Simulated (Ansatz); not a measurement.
**Frequency calculation of BSiN₃H₉Cl**

- system: BSiN₃H₉Cl
- method: RKS revPBE/6-31G* (Ansatz 0.2.0)

It belongs to a series of runs on one base structure; here: vibrations at the highest image of the band. Figures and captions count atoms from 1; the log counts them from 0 in places.

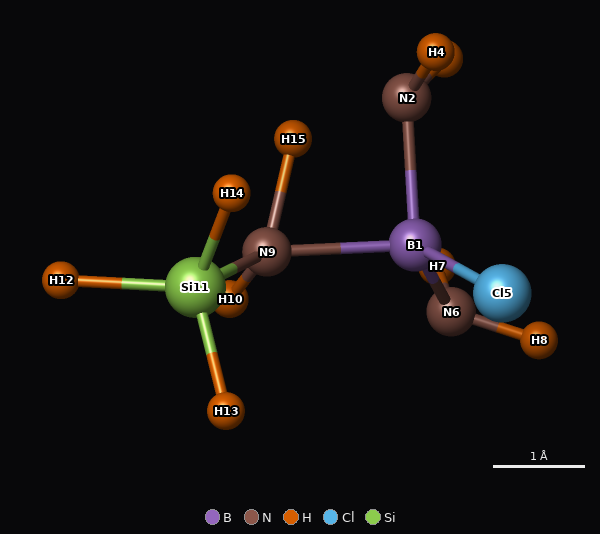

The input geometry (ball-and-stick view, seen at a tilt; atoms are numbered from 1 in the order of the input). Bond lengths as drawn: B–Cl 1.88 Å, B–N 1.49 to 1.65 Å, H–N 1.02 to 1.31 Å, H–Si 1.50 Å and N–Si 1.79 Å.

Input file
```yaml
crystal:
  periodic: [false, false, false]
  atoms:
    - { symbol: B, position_ang: [0.024298, -0.23479, 0.434647] }
    - { symbol: "N", position_ang: [-0.621826, 0.12423, 1.889643] }
    - { symbol: H, position_ang: [-1.581669, 0.485113, 1.886454] }
    - { symbol: H, position_ang: [-0.044746, 0.723608, 2.489696] }
    - { symbol: Cl, position_ang: [1.555582, 0.80139, 0.101522] }
    - { symbol: "N", position_ang: [-0.901682, -0.29566, -0.731418] }
    - { symbol: H, position_ang: [-1.886127, -0.461853, -0.50059] }
    - { symbol: H, position_ang: [-0.854809, 0.53023, -1.331126] }
    - { symbol: "N", position_ang: [0.391727, -1.753627, 0.976426] }
    - { symbol: H, position_ang: [-0.128485, -2.434743, 0.406943] }
    - { symbol: Si, position_ang: [2.049447, -2.321145, 1.3621] }
    - { symbol: H, position_ang: [1.93714, -3.73675, 1.857354] }
    - { symbol: H, position_ang: [2.973778, -2.298982, 0.183952] }
    - { symbol: H, position_ang: [2.589486, -1.464621, 2.463614] }
    - { symbol: H, position_ang: [-0.300814, -1.1731, 1.920084] }
basis:
  gaussian: { orbitals: "6-31G*" }
hamiltonian:
  xc: revpbe
phonons: {}
```

Machine: 4 threads of Arm Neoverse V1, 24 GiB of memory available, shared host.

Run as:
```bash
ansatz run input.yaml --threads 4 --pin off --max-ram 5120MiB --backend cpu --events-out ev --progress --plain --runs-dir out
```

The program's output
```
Engine: ansatz 0.2.0, aarch64-unknown-linux-gnu
Functional definition: revPBE
  parameter kappa = 1.245
  parameter beta = 0.06672455060314922
  exchange = pbe_x(kappa = kappa, mu = beta*pi^2/3)
  correlation = pbe_c(beta = beta)
1522 factors; their error is unknown
mean field evaluation 1: about -25674.4693 eV, gradient 8.6e1 eV
mean field evaluation 2: about -25608.7482 eV, gradient 1.7e2 eV
mean field evaluation 4: about -25688.6252 eV, gradient 1.5e1 eV
mean field evaluation 8: about -25689.0853 eV, gradient 1.6e-1 eV
mean field evaluation 16: about -25688.9974 eV, gradient 3.5e-3 eV
mean field -25688.99735427 eV, -944.0532401416 hartree, gradient 2.8e-5 eV, S^2 0.000000; 0 other end points of the search recorded, 0 dependent functions left out
the calculation of the forces begins
reference -25688.99740003 eV, -944.0532418234 hartree; 33, 33 occupied and 83, 83 virtual orbitals, 1522 factors
these checks for a lower state are left out or cut short: stability, starts, cluster_reference, orbital_swaps, neighbouring_geometries, increment
1522 factors; their error is unknown
mean field -25688.99727215 eV, -944.0532371237 hartree, gradient 1.0e-6 eV, S^2 0.000000; 0 other end points of the search recorded, 0 dependent functions left out
[... from here on the field's lines of each further geometry are left out, up to the last ...]
the calculation of the forces begins
reference -25688.99738080 eV, -944.0532411165 hartree; 33, 33 occupied and 83, 83 virtual orbitals, 1522 factors
these checks for a lower state are left out or cut short: stability, starts, cluster_reference, orbital_swaps, neighbouring_geometries, increment
1522 factors; their error is unknown
mean field -25688.99732742 eV, -944.0532391548 hartree, gradient 9.0e-7 eV, S^2 0.000000; 0 other end points of the search recorded, 0 dependent functions left out
the calculation of the forces begins
reference -25688.99737318 eV, -944.0532408365 hartree; 33, 33 occupied and 83, 83 virtual orbitals, 1522 factors
WARN: phonons: modes at or below zero, which the zero-point energy, F, S and C_V leave out: 1, the lowest at -1319.67 cm⁻¹. A minimum has none, and a first-order saddle one
Total energy: -25688.99740003 eV, -944.0532418234 hartree
Atom 0 at     0.024298    -0.234790     0.434647 Å, force     0.004276    -0.001522    -0.005090 eV/Å
Atom 1 at    -0.621826     0.124230     1.889643 Å, force    -0.010344    -0.002221    -0.008846 eV/Å
Atom 2 at    -1.581669     0.485113     1.886454 Å, force     0.004927    -0.004192     0.002502 eV/Å
Atom 3 at    -0.044746     0.723608     2.489696 Å, force     0.004021     0.008370     0.002984 eV/Å
Atom 4 at     1.555582     0.801390     0.101522 Å, force    -0.006919    -0.004828     0.003133 eV/Å
Atom 5 at    -0.901682    -0.295660    -0.731418 Å, force     0.003787     0.005801    -0.000539 eV/Å
Atom 6 at    -1.886127    -0.461853    -0.500590 Å, force    -0.002209    -0.000709    -0.000534 eV/Å
Atom 7 at    -0.854809     0.530230    -1.331126 Å, force    -0.000010    -0.002384    -0.000814 eV/Å
Atom 8 at     0.391727    -1.753627     0.976426 Å, force     0.026150    -0.000650     0.008840 eV/Å
Atom 9 at    -0.128485    -2.434743     0.406943 Å, force    -0.005400     0.000899     0.004086 eV/Å
Atom 10 at     2.049447    -2.321145     1.362100 Å, force    -0.017314     0.005596    -0.004182 eV/Å
Atom 11 at     1.937140    -3.736750     1.857354 Å, force     0.000380    -0.003181    -0.006000 eV/Å
Atom 12 at     2.973778    -2.298982     0.183952 Å, force    -0.000046    -0.000097    -0.000388 eV/Å
Atom 13 at     2.589486    -1.464621     2.463614 Å, force     0.001652     0.000491     0.003335 eV/Å
Atom 14 at    -0.300814    -1.173100     1.920084 Å, force    -0.002950    -0.001373     0.001512 eV/Å
Dipole moment:    -0.685173    -0.136816     0.419375 e Å
Vibrations: -1319.67 69.99 83.41 112.12 163.09 255.24 277.38 281.32 364.09 384.32 464.55 548.64 587.59 629.93 653.28 731.01 750.95 793.03 835.51 857.44 881.89 912.84 930.77 957.17 1069.70 1086.83 1204.55 1535.35 1594.20 1615.08 1753.12 2173.97 2204.82 2218.11 3413.49 3418.90 3423.78 3515.71 3526.46 cm⁻¹, zero-point energy 2.868971 eV
```

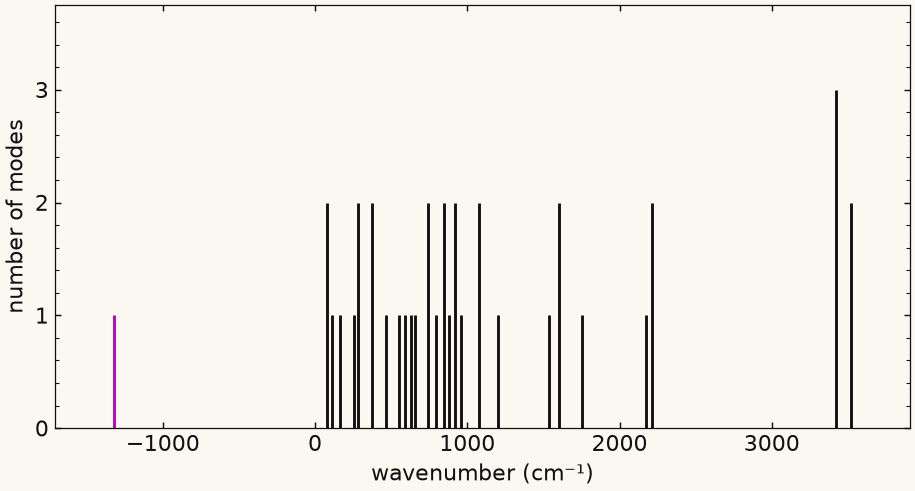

Harmonic vibrational wavenumbers from the force constants; neighbouring modes closer than 22 cm⁻¹ are counted in one stick, and imaginary ones are drawn at negative wavenumbers. 39 modes from 1320i to 3526 cm⁻¹, 1 imaginary beyond 8i (1320i cm⁻¹): a first-order saddle point, if the geometry is stationary.

Results in brief

| quantity | value |
| --- | --- |
| outcome | converged |
| total energy | −25688.9974 eV |
| mean-field energy | −25688.9974 eV |
| largest force (length of the vector) | 0.028 eV/Å |
| wall time | 91 s (CPU time 5.8 min) |
| peak memory | 0.18 GiB |
